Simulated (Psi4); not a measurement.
# doublet NO2F+: levels of theory compared

We compute a comparison of 3 runs (UBLYP/cc-pVTZ, UM06-L/cc-pVTZ, USVWN5/cc-pVTZ) of doublet NO2F+. 

Program for the calculation: Psi4 1.11.

**1. The system as given**

The species is NO2F+ (4 atoms), meant as a doublet with charge +1. As SMILES of the parent species, `O=[N+]([O-])F`. The shape is that of a PBE0-D4/def2-TZVP optimisation. That shape belongs to the parent species and isn't relaxed for this state.

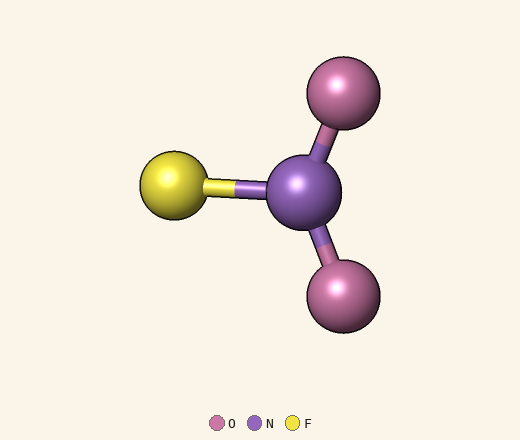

The structure, seen from a chosen angle (oxygen pink, nitrogen purple, fluorine yellow).

**2. The energy at UBLYP/cc-pVTZ (run 1)**

File calc.dat:

```
memory 2.2 GB

molecule {
  1 2
  O      0.188290     0.469930     1.120250
  N      0.079720    -0.071800     0.089140
  O      0.476580    -1.068680    -0.376880
  F     -0.744590     0.670550    -0.832510
  symmetry c1
}

set basis cc-pVTZ
set reference uks
set puream true
set e_convergence 1e-09
set d_convergence 1e-08
set scf_type pk
set dft_radial_points 99
set dft_spherical_points 590
set maxiter 100

result, w = energy("blyp", return_wfn=True)
oeprop(w, "LOWDIN_CHARGES", "WIBERG_LOWDIN_INDICES", "MULLIKEN_CHARGES")
print_variables()
```

Launch:

```
$ psi4 calc.dat calc.out -n 1
```

calc.out:

```text
[...]
  Running in c1 symmetry.
[...]
  Nuclear repulsion =  124.476506262533732
[...]
  Multiplicity = 2
[...]
  Nalpha       = 16
  Nbeta        = 15
[...]
    Number of basis functions: 120
[...]
   @UKS iter   1:  -304.40072254846780    5.67304e-01   5.28187e-03 ADIIS/DIIS
[...]
   @UKS iter  15:  -304.53650534529498   -7.38964e-13   1.36455e-09 DIIS
[...]
   @S^2 Observed:                7.550680788E-01
[...]
    Orbital Energies [Eh]
    ---------------------
    Alpha Occupied:
       1A    -24.688707     2A    -19.278745     3A    -19.278739
       4A    -14.677995     5A     -1.607789     6A     -1.447919
       7A     -1.442776     8A     -0.978306     9A     -0.910226
      10A     -0.902551    11A     -0.870027    12A     -0.746338
      13A     -0.713978    14A     -0.704306    15A     -0.694027
      16A     -0.682066
    Alpha Virtual:
      17A     -0.464709    18A     -0.402934    19A     -0.176523
      20A      0.001596    21A      0.035915    22A      0.081893
      23A      0.097451    24A      0.099761    25A      0.219341
[...]
  @UKS Final Energy:  -304.53650534529498
   => Energetics <=
    Nuclear Repulsion Energy =            124.4765062625337322
    One-Electron Energy =                -655.2408315126956495
    Two-Electron Energy =                 260.2032559934959863
    DFT Exchange-Correlation Energy =     -33.9754360886289888
    Empirical Dispersion Energy =           0.0000000000000000
    VV10 Nonlocal Energy =                  0.0000000000000000
    Total Energy =                       -304.5365053452949837
  UHF NO Occupations:
  HONO-2 :   14  A 1.9998075
  HONO-1 :   15  A 1.9981235
[...]
 Multipole Moments:
 ------------------------------------------------------------------------------------
     Multipole            Electronic (a.u.)      Nuclear  (a.u.)        Total (a.u.)
 ------------------------------------------------------------------------------------
 L = 1.  Multiply by 2.5417464519 to convert [e a0] to [Debye]
 Dipole X            :         -0.4505590            0.6708565            0.2202975
 Dipole Y            :          0.4057516           -0.6041481           -0.1983965
 Dipole Z            :         -0.5037547            0.7500699            0.2463152
 Magnitude           :                                                    0.3854392
[...]
  Mulliken Charges: (a.u.)
   Center  Symbol    Alpha    Beta     Spin     Total
       1     O     4.12896  3.69265  0.43631  0.17839
       2     N     3.18068  3.25530 -0.07462  0.56402
       3     O     4.12896  3.69265  0.43630  0.17839
       4     F     4.56140  4.35940  0.20200  0.07920
   Total alpha = 16.00000, Total beta = 15.00000, Total charge =  1.00000
  Lowdin Charges: (a.u.)
   Center  Symbol    Alpha    Beta     Spin     Total
       1     O     3.97973  3.57878  0.40095  0.44148
       2     N     3.56898  3.57747 -0.00849 -0.14645
[...]
```

Run time: 20 s. Hardware: 1 thread of Intel Xeon 6975P-C (Granite Rapids), shared host; peak memory 0.78 GiB.

**3. Energy and gradient at UM06-L/cc-pVTZ (run 2)**

File fno2.json:

```json
{
  "schema_name": "qcschema_input",
  "schema_version": 1,
  "molecule": {
    "schema_name": "qcschema_molecule",
    "schema_version": 2,
    "symbols": ["O", "N", "O", "F"],
    "geometry": [0.35581653, 0.888039, 2.11696569, 0.15064897, -0.13568234, 0.16845019, 0.90060568, -2.01951251, -0.71219998, -1.40707118, 1.26715585, -1.5732159],
    "molecular_charge": 1,
    "molecular_multiplicity": 2,
    "fix_symmetry": "c1",
    "fix_com": true,
    "fix_orientation": true
  },
  "driver": "gradient",
  "model": {
    "method": "m06-l",
    "basis": "cc-pVTZ"
  },
  "keywords": {
    "reference": "uks",
    "puream": true,
    "e_convergence": 1e-09,
    "d_convergence": 1e-08,
    "scf_type": "pk",
    "dft_radial_points": 99,
    "dft_spherical_points": 590,
    "maxiter": 100
  }
}
```

Launch:

```
$ psi4 --qcschema fno2.json -n 1 --memory 2200MB
```

stdout:

```text
[...]
  Running in c1 symmetry.
[...]
  Nuclear repulsion =  124.476506328331524
[...]
  Multiplicity = 2
[...]
  Nalpha       = 16
  Nbeta        = 15
[...]
    Number of basis functions: 120
[...]
   @UKS iter   1:  -304.39853003823174    4.58434e-01   4.27957e-03 ADIIS/DIIS
[...]
   @UKS iter  15:  -304.49117701104655   -5.11591e-13   5.27597e-09 DIIS
[...]
   @S^2 Observed:                7.593467337E-01
[...]
    Orbital Energies [Eh]
    ---------------------
    Alpha Occupied:
       1A    -24.899573     2A    -19.476659     3A    -19.476656
       4A    -14.854869     5A     -1.679468     6A     -1.516865
       7A     -1.513353     8A     -1.018694     9A     -0.942154
      10A     -0.922933    11A     -0.901050    12A     -0.758643
      13A     -0.726727    14A     -0.718017    15A     -0.713179
      16A     -0.698796
    Alpha Virtual:
      17A     -0.459239    18A     -0.384525    19A     -0.149507
      20A      0.050861    21A      0.097488    22A      0.156904
      23A      0.159437    24A      0.166962    25A      0.292938
[...]
  @UKS Final Energy:  -304.49117701104655
   => Energetics <=
    Nuclear Repulsion Energy =            124.4765063283315243
    One-Electron Energy =                -655.2978194225140669
    Two-Electron Energy =                 260.3018092741449436
    DFT Exchange-Correlation Energy =     -33.9716731910089536
    Empirical Dispersion Energy =           0.0000000000000000
    VV10 Nonlocal Energy =                  0.0000000000000000
    Total Energy =                       -304.4911770110465454
  UHF NO Occupations:
  HONO-2 :   14  A 1.9995244
  HONO-1 :   15  A 1.9967570
[...]
 Multipole Moments:
 ------------------------------------------------------------------------------------
     Multipole            Electronic (a.u.)      Nuclear  (a.u.)        Total (a.u.)
 ------------------------------------------------------------------------------------
 L = 1.  Multiply by 2.5417464519 to convert [e a0] to [Debye]
 Dipole X            :          1.7550656           -1.5577201            0.1973455
 Dipole Y            :         -1.5805637            1.4028382           -0.1777255
 Dipole Z            :          1.9623203           -1.7416661            0.2206542
 Magnitude           :                                                    0.3452823
[...]
  -Total Gradient:
     Atom            X                  Y                   Z
    ------   -----------------  -----------------  -----------------
       1       -0.007442452125    -0.000503025847    -0.018574495461
       2        0.029199797576    -0.026300134658     0.032650669504
       3       -0.010692038488     0.016837351325    -0.001702834226
       4       -0.011077856220     0.009977115606    -0.012387370144
[...]
```

The result, in JSON:

```text
{
 "driver": "gradient",
 "model": {
  "method": "m06-l",
  "basis": "cc-pVTZ"
 },
 "success": true,
 "return_result": [-0.007442452124618859, -0.0005030258467418336, -0.018574495461473273, 0.02919979757552177, -0.0263001346577756, 0.03265066950381176, -0.010692038487980227, 0.016837351325111882, -0.0017028342259212126, -0.0110778562197828, 0.009977115606183473, -0.012387370144221255],
 "properties": {
  "calcinfo_nbasis": 120,
  "calcinfo_nmo": 120,
  "calcinfo_nalpha": 16,
  "calcinfo_nbeta": 15,
  "calcinfo_natom": 4,
  "nuclear_repulsion_energy": 124.47650632833152,
  "return_energy": -304.49117701104655,
  "return_gradient": [-0.007442452124618859, -0.0005030258467418336, -0.018574495461473273, 0.02919979757552177, -0.0263001346577756, 0.03265066950381176, -0.010692038487980227, 0.016837351325111882, -0.0017028342259212126, -0.0110778562197828, 0.009977115606183473, -0.012387370144221255],
  "scf_one_electron_energy": -655.2978194225141,
  "scf_two_electron_energy": 260.30180927414494,
  "scf_xc_energy": -33.97167319100895,
  "scf_dipole_moment": [0.19734546719634016, -0.17772546182266513, 0.22065423234066284],
  "scf_total_energy": -304.49117701104655,
  "scf_total_gradient": [-0.007442452124618859, -0.0005030258467418336, -0.018574495461473273, 0.02919979757552177, -0.0263001346577756, 0.03265066950381176, -0.010692038487980227, 0.016837351325111882, -0.0017028342259212126, -0.0110778562197828, 0.009977115606183473, -0.012387370144221255],
  "scf_iterations": 15
 }
}
```

Wall time 50 s (1 thread of Intel Xeon 6975P-C (Granite Rapids), shared host); peak memory 0.79 GiB.

**4. The energy at USVWN5/cc-pVTZ (run 3)**

File fno2.py:

```python
import psi4

psi4.set_memory(2200000000)
psi4.set_num_threads(1)
psi4.core.set_output_file('run.log', False)

m = psi4.geometry("""
1 2
O      0.188290     0.469930     1.120250
N      0.079720    -0.071800     0.089140
O      0.476580    -1.068680    -0.376880
F     -0.744590     0.670550    -0.832510
symmetry c1
""")

psi4.set_options({
    'basis': 'cc-pVTZ',
    'reference': 'uks',
    'puream': True,
    'e_convergence': 1e-09,
    'd_convergence': 1e-08,
    'scf_type': 'pk',
    'dft_radial_points': 99,
    'dft_spherical_points': 590,
    'maxiter': 100,
})

e_tot, wfn = psi4.energy("scf", dft_functional={"name": "SVWN5", "x_functionals": {"LDA_X": {}}, "c_functionals": {"LDA_C_VWN": {}}}, return_wfn=True)
psi4.oeprop(wfn, "MAYER_INDICES", "MULLIKEN_CHARGES", "DIPOLE")
print('E =', round(e_tot, 9))
```

Launch:

```
$ python fno2.py
```

run.log:

```text
[...]
  Running in c1 symmetry.
[...]
  Nuclear repulsion =  124.476506262533732
[...]
  Multiplicity = 2
[...]
  Nalpha       = 16
  Nbeta        = 15
[...]
    Number of basis functions: 120
[...]
   @UKS iter   1:  -302.32674087735398    5.97497e-01   5.06747e-03 DIIS/ADIIS
[...]
   @UKS iter  14:  -302.45650309562700   -1.47793e-12   2.10991e-09 DIIS
[...]
   @S^2 Observed:                7.531531912E-01
[...]
    Orbital Energies [Eh]
    ---------------------
    Alpha Occupied:
       1A    -24.504648     2A    -19.114813     3A    -19.114787
       4A    -14.533415     5A     -1.617329     6A     -1.456337
       7A     -1.449466     8A     -0.989076     9A     -0.920017
      10A     -0.919312    11A     -0.879409    12A     -0.758989
      13A     -0.726489    14A     -0.718588    15A     -0.707625
      16A     -0.690190
    Alpha Virtual:
      17A     -0.477391    18A     -0.416109    19A     -0.187745
      20A     -0.004136    21A      0.028977    22A      0.073667
      23A      0.087800    24A      0.087827    25A      0.216678
[...]
  @UKS Final Energy:  -302.45650309562700
   => Energetics <=
    Nuclear Repulsion Energy =            124.4765062625337322
    One-Electron Energy =                -654.8895620680066259
    Two-Electron Energy =                 259.7356943045875823
    DFT Exchange-Correlation Energy =     -31.7791415947416560
    Empirical Dispersion Energy =           0.0000000000000000
    VV10 Nonlocal Energy =                  0.0000000000000000
    Total Energy =                       -302.4565030956269993
  UHF NO Occupations:
  HONO-2 :   14  A 1.9997476
  HONO-1 :   15  A 1.9990152
[...]
 Multipole Moments:
 ------------------------------------------------------------------------------------
     Multipole            Electronic (a.u.)      Nuclear  (a.u.)        Total (a.u.)
 ------------------------------------------------------------------------------------
 L = 1.  Multiply by 2.5417464519 to convert [e a0] to [Debye]
 Dipole X            :         -0.4590271            0.6708565            0.2118294
 Dipole Y            :          0.4133775           -0.6041481           -0.1907706
 Dipole Z            :         -0.5132230            0.7500699            0.2368469
 Magnitude           :                                                    0.3706233
[...]
  Mulliken Charges: (a.u.)
   Center  Symbol    Alpha    Beta     Spin     Total
       1     O     4.11973  3.69618  0.42355  0.18409
       2     N     3.19785  3.26785 -0.07000  0.53430
       3     O     4.11973  3.69618  0.42355  0.18409
       4     F     4.56269  4.33979  0.22290  0.09752
   Total alpha = 16.00000, Total beta = 15.00000, Total charge =  1.00000
  Mayer Bond Indices:
  Total Bond Index:
  Irrep: 1 Size: 4 x 4
[...]
```

On the terminal:

```text
E = -302.456503096
```

Run time: 15 s. Hardware: 1 thread of Intel Xeon 6975P-C (Granite Rapids), shared host; peak memory 0.71 GiB.

**5. All runs side by side**

| run | level | task | energy (Eh) | HOMO energy (eV) | LUMO energy (eV) | ⟨S²⟩ | wall time |
| --- | --- | --- | --- | --- | --- | --- | --- |
| 1 | UBLYP/cc-pVTZ | energy | -304.536505 | -18.56 | -17.17 | 0.755 | 20 s |
| 2 | UM06-L/cc-pVTZ | gradient | -304.491177 | -18.61 | -17.16 | 0.759 | 50 s |
| 3 | USVWN5/cc-pVTZ | energy | -302.456503 | -18.78 | -17.67 | 0.753 | 15 s |

**6. Outcome**

| quantity | value |
| --- | --- |
| run 3: total energy | -302.45650 Eh |
| run 3: HOMO energy (highest over α and β) | -18.78 eV |
| run 3: LUMO energy (lowest over α and β) | -17.67 eV |
| run 3: ⟨S²⟩ | 0.753 |

In words: Totals of different functionals can't be ranked against each other. All runs together took 85 s, the longest 50 s.
